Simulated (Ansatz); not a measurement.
## CeO2: pressure series

Take CeO2 in the fluorite structure (space group Fm-3m, No. 225; a = 5.4374 Å) as the base.

Cell and atoms are relaxed at each pressure.

Method: r2SCAN/PAW in Ansatz (a program for electronic structure), no spin-orbit coupling.

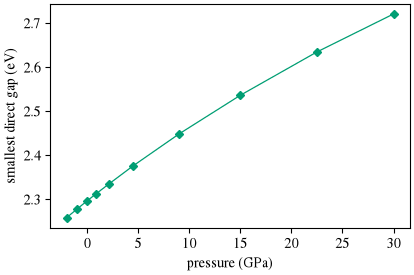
Figure: Smallest direct gap against pressure

| pressure (GPa) | smallest direct gap |
|---|---|
| -2 | 2.26 eV |
| -1 | 2.28 eV |
| 0.9 | 2.31 eV |
| 2.1 | 2.33 eV |
| 4.5 | 2.38 eV |
| 9 | 2.45 eV |
| 15 | 2.54 eV |
| 22.5 | 2.63 eV |
| 30 | 2.72 eV |

Load acts through the strain it causes; cell and atoms are relaxed under it. No phonon test of stability was made. No other phases were tried under pressure. Starting moments died away, wholly or in part, for the base; another magnetic solution may exist. The final runs are not spin-polarised.
